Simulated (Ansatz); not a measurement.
# U-wB97X/3-21G run of BH2 (boron dihydride)

Aim: the vertical doublet–quartet gap of BH2 (boron dihydride) at U-wB97X/3-21G, from 2 runs. 

Program for the calculation: Ansatz 0.2.0.

58 further runs of the same task are left out: 58 set aside as unsound or not needed.

## (1) Starting point

BH2 has 3 atoms, charge 0, and is taken as a doublet. As SMILES, `[BH2]`. The coordinates come from a GFN2-xTB relaxation.

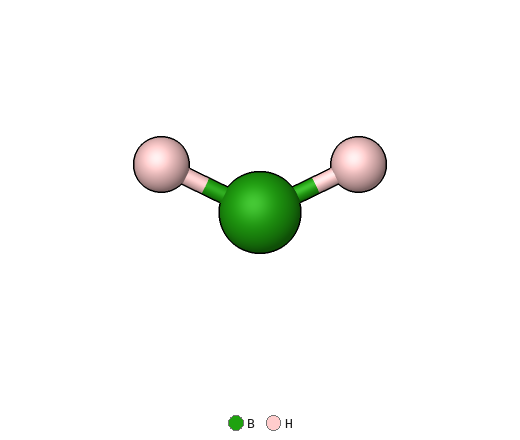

Viewed from a chosen angle; boron green, hydrogen pink.

## (2) The energy at U-wB97X/3-21G

The input, job.yaml:

```yaml
crystal:
  periodic: [false, false, false]
  atoms:
    - {symbol: B, position_ang: [0.262840, -0.166230, 0.128640]}
    - {symbol: H, position_ang: [0.280020, 0.985320, 0.260980]}
    - {symbol: H, position_ang: [-0.542860, -0.819090, -0.389630]}
basis:
  gaussian: {orbitals: 3-21G.json}
total_charge: 0
magnetization: {spin_polarized: true, initial_magnetization: 1}
hamiltonian: {xc: {name: wB97X}}
accuracy: high
```

The basis set 3-21G is read from a file made from the Basis Set Exchange's data (not shown).

Started as:

```bash
$ ansatz run job.yaml --threads 1 --pin off --max-ram 2610MiB --events-out events.jsonl --progress --plain --runs-dir runs
```

The program printed:

```text
Warning: RAYON_NUM_THREADS=1 ignored (pool sized by the plan → 1); use --threads N
Functional definition: wB97X
  name "wB97X"
  parameter omega = 0.3/bohr
  parameter cx = 0.157706
  parameter cx1 = 0.726479
  parameter cx2 = 1.04760
  parameter cx3 = -5.70635
  parameter cx4 = 13.2794
  parameter css1 = -4.33879
  parameter css2 = 18.2308
  parameter css3 = -31.7430
  parameter css4 = 17.2901
  parameter cos1 = 2.37031
  parameter cos2 = -11.3995
  parameter cos3 = 6.58405
  parameter cos4 = -3.78132
  exchange = spin_sum(e_x_unif_sr(omega)*poly(b97_u_x, 1 - cx, cx1, cx2, cx3, cx4)) + cx*exact_x_sr(omega)
      + exact_x_lr(omega)
  correlation = spin_sum(e_c_pw_same_spin*poly(b97_u_same, 1, css1, css2, css3, css4))
      + integral(e_c_pw_opposite_spin*poly(b97_u_opposite, 1, cos1, cos2, cos3, cos4))
250 factors; integrals over basis functions are off by at most 1.0e-8 eV
122 factors; integrals over basis functions are off by at most 2.3e-9 eV
mean field evaluation 1: about -700.9840 eV, gradient 4.0e0 eV
mean field evaluation 2: about -701.1651 eV, gradient 1.2e0 eV
mean field evaluation 4: about -701.1679 eV, gradient 2.4e-1 eV
mean field evaluation 8: about -701.1689 eV, gradient 2.2e-3 eV
mean field evaluation 16: about -701.1689 eV, gradient 1.9e-7 eV
mean field -701.16890422 eV, -25.7674819606 hartree, gradient 2.1e-8 eV, S^2 0.750963; 1 other end points of the search recorded, 0 dependent functions left out
reference -701.16890327 eV, -25.7674819258 hartree; 4, 3 occupied and 9, 10 virtual orbitals, 250 factors
Total energy: -701.16890327 eV, -25.7674819258 hartree
```

Run time: 3.3 s. Hardware: 1 thread of Arm Neoverse V1, shared host; peak memory 0.2 GiB.

## (3) The quartet at the same level

The input, molecule.yaml:

```yaml
crystal:
  periodic: [false, false, false]
  atoms:
    - {symbol: B, position_ang: [0.262840, -0.166230, 0.128640]}
    - {symbol: H, position_ang: [0.280020, 0.985320, 0.260980]}
    - {symbol: H, position_ang: [-0.542860, -0.819090, -0.389630]}
basis:
  gaussian: {orbitals: 3-21G.json}
magnetization: {spin_polarized: true, initial_magnetization: 3}
hamiltonian: {xc: {name: wB97X}}
accuracy: high
```

The basis set 3-21G is read from a file made from the Basis Set Exchange's data (not shown).

Started as:

```bash
$ ansatz run molecule.yaml --threads 1 --pin off --max-ram 2610MiB --events-out events.jsonl --progress --plain --runs-dir runs
```

The program printed, cut to the lines that bear on the results:

```text
Warning: RAYON_NUM_THREADS=1 ignored (pool sized by the plan → 1); use --threads N
[... 2 set-up lines as earlier in the session ...]
[...]
      + exact_x_lr(omega)
[...]
      + integral(e_c_pw_opposite_spin*poly(b97_u_opposite, 1, cos1, cos2, cos3, cos4))
250 factors; integrals over basis functions are off by at most 1.0e-8 eV
122 factors; integrals over basis functions are off by at most 2.3e-9 eV
[...]
mean field -695.45805667 eV, -25.5576121841 hartree, gradient 3.7e-9 eV, S^2 3.752756; 0 other end points of the search recorded, 0 dependent functions left out
reference -695.45805638 eV, -25.5576121734 hartree; 5, 2 occupied and 8, 11 virtual orbitals, 250 factors
Total energy: -695.45805638 eV, -25.5576121734 hartree
```

Wall time 3.3 s (1 thread of Arm Neoverse V1, shared host); peak memory 0.2 GiB.

## (4) Summary of results

Level: U-wB97X/3-21G.

| quantity | value |
| --- | --- |
| doublet: total energy | -25.76748 Eh |
| doublet: ⟨S²⟩ | 0.751 |
| quartet: total energy | -25.55761 Eh |
| quartet: ⟨S²⟩ | 3.753 |
| vertical energy of the quartet above the doublet | 5.711 eV |

What this shows: At this shape the quartet lies 5.71 eV (132 kcal/mol) above the doublet.
